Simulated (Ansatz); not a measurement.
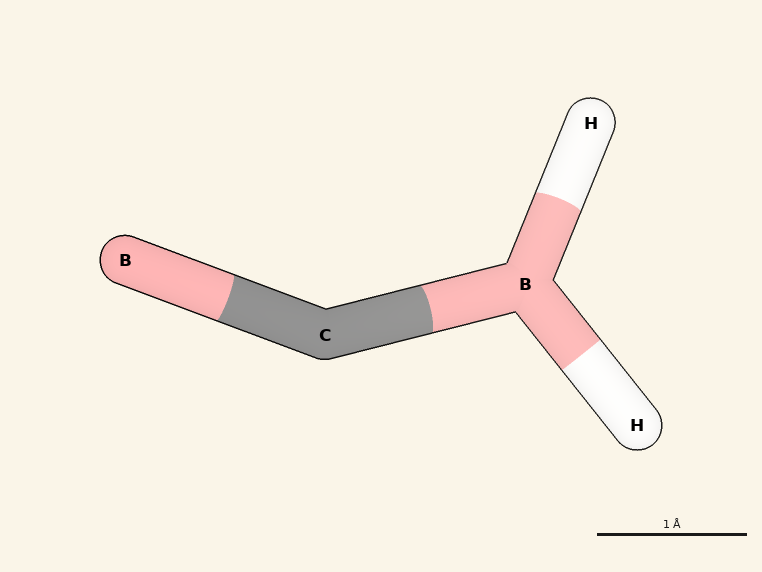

Rendered structure (stick style). Every bond is drawn as one stick, whatever its order.

The computed structure is the end point of a PBE0-D4/def2-TZVP optimisation. No frequency run is at hand to confirm it as a minimum.

Which formula does it have?

Answer. CH2B2, 5 atoms: 1 carbon, 2 hydrogen and 2 boron.

How many sets of symmetry-equivalent atoms are there?

Answer. 5: 1 B, 1 C, 1 B, 1 H, 1 H.

Which point group does it belong to?

Answer. Cs.

Count the bonded pairs by element.

Answer. 2 C–B, 2 B–H. Sticks follow a distance rule.

The parts below concern this one geometry. Atoms keep their numbers from picture to picture.

### Electronic properties

No frequency run is at hand to confirm it as a minimum. Properties computed with RKS PBE0-D4/def2-TZVPP (Ansatz 0.2.0).

Predict the main results.

- HOMO energy (Kohn–Sham orbital): −7.32 eV
- LUMO energy (Kohn–Sham orbital): −5.05 eV
- HOMO–LUMO gap: 2.27 eV

### Charges

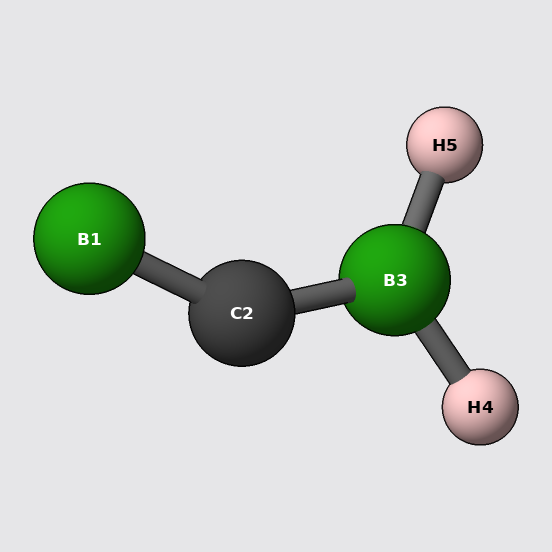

The questions are on Mulliken charges. No frequency run is at hand to confirm it as a minimum. Method: RKS PBE0-D4/def2-TZVP (Ansatz 0.2.0).

Which atom carries the highest charge (most positive or least negative)?

Answer. H4, H5 (0.07 e).

And the lowest?

Answer. B3 (−0.17 e).

List the Mulliken charges.

| atom | value (e) |
| --- | --- |
| B1 | 0.00 |
| C2 | 0.03 |
| B3 | −0.17 |
| H4 | 0.07 |
| H5 | 0.07 |

### Dipole moment

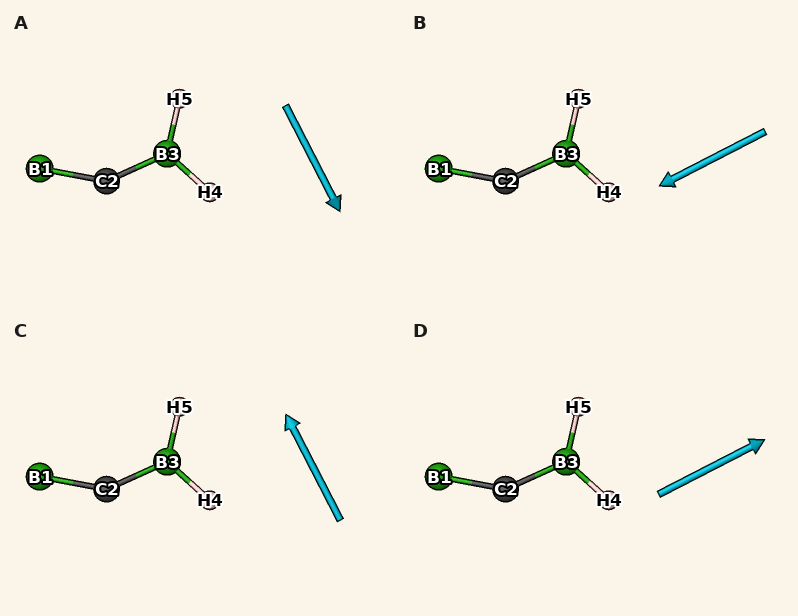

The same molecule four times, each with an arrow. No frequency run is at hand to confirm it as a minimum. Level of theory: RKS PBE0-D4/def2-TZVP (Ansatz 0.2.0).

Which arrow points along the dipole moment, from the negative to the positive end?

Answer. A. The dipole moment is 1.16 D; it points from the side of B1, H5 to the side of H4 (the outermost atoms at the two ends).

Mulliken values depend strongly on the basis set and can even reverse the polarity of a bond.
